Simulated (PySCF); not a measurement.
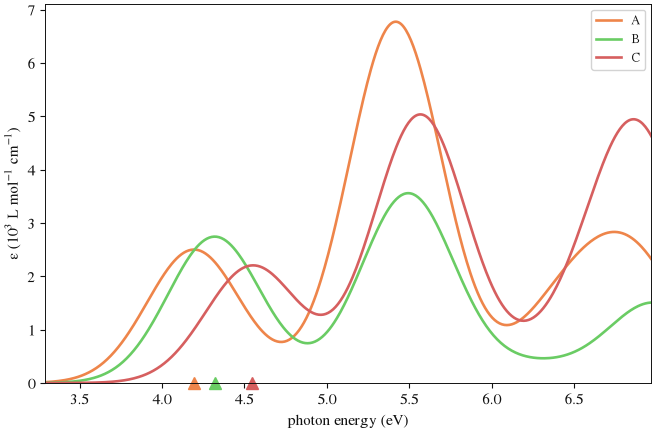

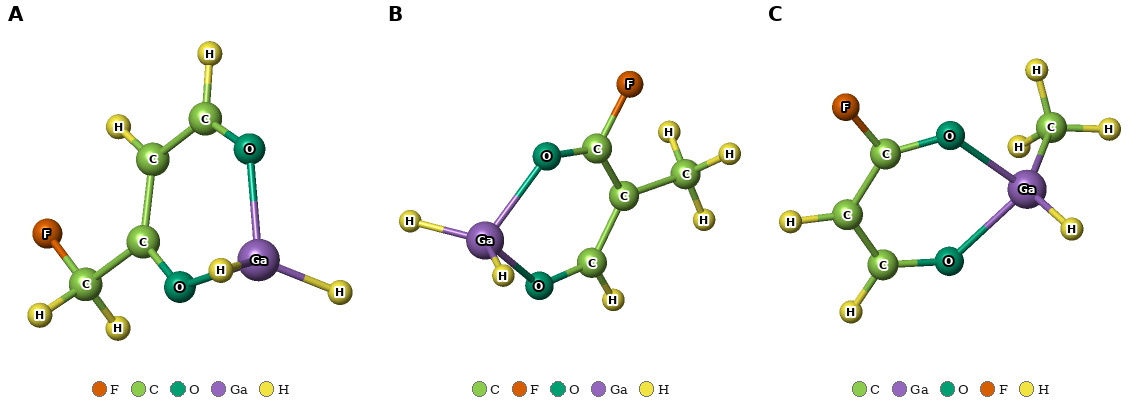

Related molecules: A is C₄H₆FGaO₂, SMILES FCC1=CC=[O+][GaH2-][O]1, singlet; B is C₄H₆FGaO₂, SMILES CC1=C(F)[O][GaH2-][O+]=C1, singlet; C is C₄H₆FGaO₂, SMILES [CH3][Ga@H-]1[O]C(F)=CC=[O+]1, singlet. Vertical TDDFT absorption, B3LYP/def2-SVPD, PySCF, at a GFN2-xTB geometry (no frequency check); Gaussians of 1/e half-width 0.40 eV, triangles mark S1, and the range ends where the computed states of one molecule run out.

How does the lowest singlet move?

Answer. A: 4.19 eV (f = 0.061, mainly HOMO → LUMO (92 %)); B: 4.32 eV (f = 0.068, mainly HOMO → LUMO (92 %)); C: 4.55 eV (f = 0.054, mainly HOMO → LUMO (90 %)). From A to B it shifts 0.13 eV to the blue. From A to C it shifts 0.36 eV to the blue.

And the brightest state of each within the range drawn?

Answer. A: S3 at 5.42 eV, f = 0.17; B: S3 at 5.49 eV, f = 0.09; C: S3 at 5.57 eV, f = 0.12.

Limits of at least one run: core orbitals are frozen in the response; one conformer of a flexible molecule; the tight-binding geometry is rougher than a DFT one and adds to the error.
